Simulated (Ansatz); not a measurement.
```yaml
atoms:
  - { symbol: N, position_ang: [-1.1566, 0.5554, -1.3310] }
  - { symbol: B, position_ang: [-0.0773, 0.8148, -1.8684] }
  - { symbol: Si, position_ang: [0.7671, -0.5447, 1.4938] }
  - { symbol: H, position_ang: [-2.0268, 0.3496, -0.9022] }
  - { symbol: H, position_ang: [0.9481, 1.0604, -2.3792] }
  - { symbol: H, position_ang: [-0.6677, -0.3372, 1.8209] }
  - { symbol: H, position_ang: [0.9427, -1.6055, 0.4685] }
  - { symbol: H, position_ang: [1.4136, 0.7255, 1.0719] }
```

Geometry: PBE0-D4/def2-TZVP; at this geometry the atoms fall into two loosely joined parts.

All numbers below come from Ansatz, UKS PBE0-D4/def2-TZVPP.

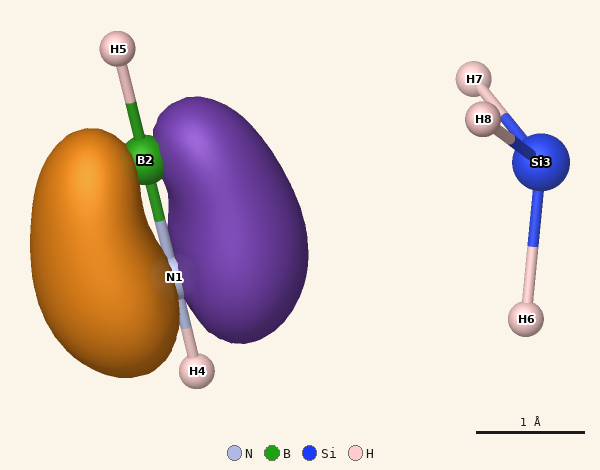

BH5NSi (doublet). The HOMO−1 (β) at ±0.2 Å⁻³ᐟ² (orange and purple are the two phases), seen at a tilt.

Q: What is the character of this orbital?

A: Its weight (Hirshfeld) is mainly on N1 (about 65 %) and B2 (about 30 %); π-bonding across N1–B2. Its energy is −8.66 eV.
